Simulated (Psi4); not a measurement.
Field calculation, with input and output: OF2

System: OF2 (oxygen difluoride), SMILES FOF.
Method: LDA0/STO-6G, RKS, in an applied electric field (Psi4 1.11).

The geometry comes from this level: GFN2-xTB.

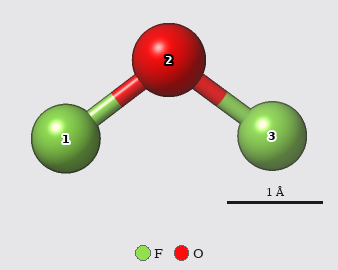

Fig. 1: The structure as given in the input (ball-and-stick view, seen at a tilt; atoms are numbered from 1 in the order of the input).

### Input (job.inp)
```
memory 1.6 GB

molecule geom {
  F
  O 1 1.365612
  F 2 1.366365 1 105.97586
  units angstrom
  symmetry c1
  no_reorient
  no_com
}

set {
  reference      rks
  perturb_h      true
  perturb_with   dipole
  perturb_dipole [0.002, 0.0, 0.0]
  basis_guess    STO-3G
  level_shift    0.5
  df_basis_scf   cc-pvdz-jkfit
  maxiter        80
}

energy('lda0/STO-6G')
```

Run on 1 thread of Intel Xeon @ 2.90GHz (Ice Lake), 64 GiB of memory available, shared host.

Command:
```bash
psi4 job.inp job.out -n 1
```

### The program's output
```
Psi4 1.11 release

  //>>>>>>>>>>>>>>>>>>>>>>>>>>>>>>>>>>>//
  //      Guess SCF, STO-3G Basis      //
  //<<<<<<<<<<<<<<<<<<<<<<<<<<<<<<<<<<<//

   => Loading Basis Set <=

    Name: STO-3G
    Role: ORBITAL
    Keyword: BASIS

         ---------------------------------------------------------
                           SCF Castup computation
         ---------------------------------------------------------
                                   SCF
                              RKS Reference
                        1 Threads,   1525 MiB Core
         ---------------------------------------------------------

  ==> Geometry <==

    Molecular point group: c1
    Full point group: Cs

    Geometry (in Angstrom), charge = 0, multiplicity = 1:

       Center              X                  Y                   Z               Mass
    ------------   -----------------  -----------------  -----------------  -----------------
         F           -0.462222115932     1.017414926529     0.000000000000    18.998403162730
         O           -0.462222115932    -0.348197073471     0.000000000000    15.994914619570
         F            0.851370783653    -0.724264896327     0.000000000000    18.998403162730

  Running in c1 symmetry.

  Rotational constants: A =      2.21479  B =      0.37290  C =      0.31917 [cm^-1]
  Rotational constants: A =  66397.62715  B =  11179.35253  C =   9568.33437 [MHz]
  Nuclear repulsion =   75.432657613310738

  Charge       = 0
  Multiplicity = 1
  Electrons    = 26
  Nalpha       = 13
  Nbeta        = 13

  ==> Algorithm <==

  SCF Algorithm Type is DF.
  DIIS enabled.
  MOM disabled.
  Fractional occupation disabled.
  Guess Type is SAD.
  Energy threshold   = 1.00e-06
  Density threshold  = 1.00e-06
  Integral threshold = 1.00e-12

  ==> Primary Basis <==

  Basis Set: STO-3G
    Blend: STO-3G
    Number of shells: 9
    Number of basis functions: 15
    Number of Cartesian functions: 15
    Spherical Harmonics?: true
    Max angular momentum: 1

  ==> DFT Potential <==

   => LibXC <=

    Version 7.1.2

   => Composite Functional: LDA0 <=

    LDA0 Exchange-Correlation Functional

    Deriv               =              1
    GGA                 =          FALSE
    Meta                =          FALSE

    Exchange Hybrid     =           TRUE
    MP2 Hybrid          =          FALSE

   => Exchange Functionals <=

    0.7500   Slater exchange

   => Exact (HF) Exchange <=

    0.2500               HF

   => Correlation Functionals <=

   => LibXC Density Thresholds  <==

    XC_HYB_LDA_XC_LDA0:  1.00E-15

   => Molecular Quadrature <=

    Radial Scheme          =       TREUTLER
    Pruning Scheme         =           NONE
    Nuclear Scheme         =       TREUTLER

    Blocking Scheme        =         OCTREE
    BS radius alpha        =              1
    Pruning alpha          =              1
    Radial Points          =             75
    Spherical Points       =            302
    Total Points           =          62298
    Total Blocks           =            525
    Max Points             =            256
    Max Functions          =             15
    Weights Tolerance      =       1.00E-15

   => Loading Basis Set <=

    Name: (STO-3G AUX)
    Role: JKFIT
    Keyword: DF_BASIS_SCF

  ==> Integral Setup <==

  DFHelper Memory: AOs need 0.001 GiB; user supplied 1.112 GiB.
  SCF_SUBTYPE=INCORE selected. In-core MEM_DF algorithm will be used.
  Using in-core AOs.

  ==> MemDFJK: Density-Fitted J/K Matrices <==

    J tasked:                   Yes
    K tasked:                   Yes
    wK tasked:                   No
    Memory [MiB]:              1138
    Algorithm:                 Core
    Schwarz Cutoff:           1E-12
    Mask sparsity (%):       0.8889
    Fitting Condition:        1E-10

   => Auxiliary Basis Set <=

  Basis Set: (STO-3G AUX)
    Blend: DEF2-UNIVERSAL-JKFIT
    Number of shells: 75
    Number of basis functions: 231
    Number of Cartesian functions: 279
    Spherical Harmonics?: true
    Max angular momentum: 4

  Cached 100.0% of DFT collocation blocks in 0.006 [GiB].

  Perturbing V by 0.002000 mu(x).
  Minimum eigenvalue in the overlap matrix is 5.0230248941E-01.
  Reciprocal condition number of the overlap matrix is 3.2415634340E-01.
    Using symmetric orthogonalization.

  ==> Pre-Iterations <==

  SCF Guess: Superposition of Atomic Densities via on-the-fly atomic UHF (no occupation information).

   -------------------------
    Irrep   Nso     Nmo
   -------------------------
     A         15      15
   -------------------------
    Total      15      15
   -------------------------

  ==> Iterations <==

                           Total Energy        Delta E     RMS |[F,P]|

   @DF-RKS iter SAD:  -268.30613727429437   -2.68306e+02   0.00000e+00
   @DF-RKS iter   1:  -269.15362338464223   -8.47486e-01   1.31118e-02 ADIIS/DIIS/SHIFT
   @DF-RKS iter   2:  -269.17835787295195   -2.47345e-02   4.13485e-03 ADIIS/DIIS
   @DF-RKS iter   3:  -269.18044622624052   -2.08835e-03   1.98457e-03 ADIIS/DIIS
   @DF-RKS iter   4:  -269.18099600910762   -5.49783e-04   5.80844e-05 DIIS
   @DF-RKS iter   5:  -269.18099634574878   -3.36641e-07   3.51311e-05 DIIS
   @DF-RKS iter   6:  -269.18099659512791   -2.49379e-07   2.58525e-06 DIIS
   @DF-RKS iter   7:  -269.18099659660788   -1.47998e-09   1.56567e-07 DIIS
  Energy and wave function converged.

  ==> Post-Iterations <==

   Electrons on quadrature grid:
      Ntotal   =   26.0000283576 ; deviation = 2.836e-05

    Orbital Energies [Eh]
    ---------------------

    Doubly Occupied:

       1A    -24.367645     2A    -24.367191     3A    -18.969071
       4A     -1.251256     5A     -1.115819     6A     -0.797794
       7A     -0.460985     8A     -0.398569     9A     -0.374225
      10A     -0.259356    11A     -0.244691    12A     -0.238099
      13A     -0.136193

    Virtual:

      14A      0.171293    15A      0.218636

    Final Occupation by Irrep:
              A
    DOCC [    13 ]
    NA   [    13 ]
    NB   [    13 ]

  @DF-RKS Final Energy:  -269.18099659660788

   => Energetics <=

    Nuclear Repulsion Energy =             75.4326576133107380
    One-Electron Energy =                -529.0883880759417934
    Two-Electron Energy =                 205.2749081784947975
    DFT Exchange-Correlation Energy =     -20.8001743124716647
    Empirical Dispersion Energy =           0.0000000000000000
    VV10 Nonlocal Energy =                  0.0000000000000000
    Total Energy =                       -269.1809965966078835

Computation Completed

  //>>>>>>>>>>>>>>>>>>>>>>>>>>>>>>>>>>>//
  //                LDA0               //
  //<<<<<<<<<<<<<<<<<<<<<<<<<<<<<<<<<<<//

   => Loading Basis Set <=

    Name: STO-6G
    Role: ORBITAL
    Keyword: BASIS

         ---------------------------------------------------------
                                   SCF
                              RKS Reference
                        1 Threads,   1525 MiB Core
         ---------------------------------------------------------

  ==> Geometry <==

    Molecular point group: c1
    Full point group: Cs

    Geometry (in Angstrom), charge = 0, multiplicity = 1:

       Center              X                  Y                   Z               Mass
    ------------   -----------------  -----------------  -----------------  -----------------
         F           -0.462222115932     1.017414926529     0.000000000000    18.998403162730
         O           -0.462222115932    -0.348197073471     0.000000000000    15.994914619570
         F            0.851370783653    -0.724264896327     0.000000000000    18.998403162730

  Running in c1 symmetry.

  Rotational constants: A =      2.21479  B =      0.37290  C =      0.31917 [cm^-1]
  Rotational constants: A =  66397.62715  B =  11179.35253  C =   9568.33437 [MHz]
  Nuclear repulsion =   75.432657613310738

  Charge       = 0
  Multiplicity = 1
  Electrons    = 26
  Nalpha       = 13
  Nbeta        = 13

  ==> Algorithm <==

  SCF Algorithm Type is DF.
  DIIS enabled.
  MOM disabled.
  Fractional occupation disabled.
  Guess Type is SAD.
  Energy threshold   = 1.00e-06
  Density threshold  = 1.00e-06
  Integral threshold = 1.00e-12

  ==> Primary Basis <==

  Basis Set: STO-6G
    Blend: STO-6G
    Number of shells: 9
    Number of basis functions: 15
    Number of Cartesian functions: 15
    Spherical Harmonics?: true
    Max angular momentum: 1

  ==> DFT Potential <==

   => LibXC <=

    Version 7.1.2

   => Composite Functional: LDA0 <=

    LDA0 Exchange-Correlation Functional

    Deriv               =              1
    GGA                 =          FALSE
    Meta                =          FALSE

    Exchange Hybrid     =           TRUE
    MP2 Hybrid          =          FALSE

   => Exchange Functionals <=

    0.7500   Slater exchange

   => Exact (HF) Exchange <=

    0.2500               HF

   => Correlation Functionals <=

   => LibXC Density Thresholds  <==

    XC_HYB_LDA_XC_LDA0:  1.00E-15

   => Molecular Quadrature <=

    Radial Scheme          =       TREUTLER
    Pruning Scheme         =           NONE
    Nuclear Scheme         =       TREUTLER

    Blocking Scheme        =         OCTREE
    BS radius alpha        =              1
    Pruning alpha          =              1
    Radial Points          =             75
    Spherical Points       =            302
    Total Points           =          63979
    Total Blocks           =            537
    Max Points             =            256
    Max Functions          =             15
    Weights Tolerance      =       1.00E-15

   => Loading Basis Set <=

    Name: CC-PVDZ-JKFIT
    Role: JKFIT
    Keyword: DF_BASIS_SCF

  Computing basis projection from STO-3G to STO-6G

  ==> Integral Setup <==

  DFHelper Memory: AOs need 0.001 GiB; user supplied 1.111 GiB.
  SCF_SUBTYPE=INCORE selected. In-core MEM_DF algorithm will be used.
  Using in-core AOs.

  ==> MemDFJK: Density-Fitted J/K Matrices <==

    J tasked:                   Yes
    K tasked:                   Yes
    wK tasked:                   No
    Memory [MiB]:              1137
    Algorithm:                 Core
    Schwarz Cutoff:           1E-12
    Mask sparsity (%):       0.8889
    Fitting Condition:        1E-10

   => Auxiliary Basis Set <=

  Basis Set: CC-PVDZ-JKFIT
    Blend: CC-PVDZ-JKFIT
    Number of shells: 72
    Number of basis functions: 210
    Number of Cartesian functions: 243
    Spherical Harmonics?: true
    Max angular momentum: 3

  Cached 100.0% of DFT collocation blocks in 0.006 [GiB].

  Perturbing V by 0.002000 mu(x).
  Minimum eigenvalue in the overlap matrix is 5.0653985604E-01.
  Reciprocal condition number of the overlap matrix is 3.2686639057E-01.
    Using symmetric orthogonalization.

  ==> Pre-Iterations <==

  SCF Guess: Orbitals guess was supplied from a previous computation.

   -------------------------
    Irrep   Nso     Nmo
   -------------------------
     A         15      15
   -------------------------
    Total      15      15
   -------------------------

  ==> Iterations <==

                           Total Energy        Delta E     RMS |[F,P]|

   @DF-RKS iter   0:  -271.74047172663188   -2.71740e+02   2.93964e-03
   @DF-RKS iter   1:  -271.74059790688273   -1.26180e-04   3.56838e-04 ADIIS/DIIS
   @DF-RKS iter   2:  -271.74058067703390    1.72298e-05   4.96552e-04 ADIIS/DIIS
   @DF-RKS iter   3:  -271.74061559646992   -3.49194e-05   7.85177e-06 DIIS
   @DF-RKS iter   4:  -271.74061560744343   -1.09735e-08   8.48176e-07 DIIS
  Energy and wave function converged.

  ==> Post-Iterations <==

   Electrons on quadrature grid:
      Ntotal   =   25.9999975736 ; deviation = -2.426e-06

    Orbital Energies [Eh]
    ---------------------

    Doubly Occupied:

       1A    -24.699662     2A    -24.699143     3A    -19.231654
       4A     -1.262605     5A     -1.130751     6A     -0.814784
       7A     -0.470197     8A     -0.408115     9A     -0.383394
      10A     -0.269840    11A     -0.256066    12A     -0.249721
      13A     -0.148231

    Virtual:

      14A      0.152055    15A      0.198982

    Final Occupation by Irrep:
              A
    DOCC [    13 ]
    NA   [    13 ]
    NB   [    13 ]

  @DF-RKS Final Energy:  -271.74061560744343

   => Energetics <=

    Nuclear Repulsion Energy =             75.4326576133107380
    One-Electron Energy =                -532.0615683771668500
    Two-Electron Energy =                 205.7771822332119029
    DFT Exchange-Correlation Energy =     -20.8888870767992678
    Empirical Dispersion Energy =           0.0000000000000000
    VV10 Nonlocal Energy =                  0.0000000000000000
    Total Energy =                       -271.7406156074434307

Computation Completed

Properties will be evaluated at   0.000000,   0.000000,   0.000000 [a0]

Properties computed using the SCF density matrix

 Multipole Moments:

 ------------------------------------------------------------------------------------
     Multipole            Electronic (a.u.)      Nuclear  (a.u.)        Total (a.u.)
 ------------------------------------------------------------------------------------

 L = 1.  Multiply by 2.5417464519 to convert [e a0] to [Debye]
 Dipole X            :          0.4308746           -0.3693260            0.0615486
 Dipole Y            :          0.3391566           -0.2782174            0.0609392
 Dipole Z            :          0.0000000            0.0000000            0.0000000
 Magnitude           :                                                    0.0866130

 ------------------------------------------------------------------------------------

	total time  =          1 seconds =       0.02 minutes

    Psi4 run time: 0:00:01.60
```

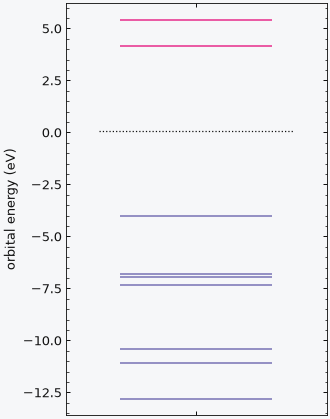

Fig. 2: Orbital energies near the frontier; the dotted line parts filled from empty levels, and levels within 0.02 eV of each other stand side by side. Highest filled −4.03 eV, lowest empty 4.14 eV, 8.17 eV apart.

### Key numbers

- outcome: converged
- total energy: −271.740616 hartree
- basis functions: 15
- HOMO: −4.03 eV
- LUMO: 4.14 eV
- dipole moment: 0.22 D
- wall time: 2.8 s
- peak memory: 0.21 GiB

### Notes

Settings chosen away from the usual ones: basis_guess set to STO-3G; level_shift set to 0.5; df_basis_scf set to cc-pvdz-jkfit.
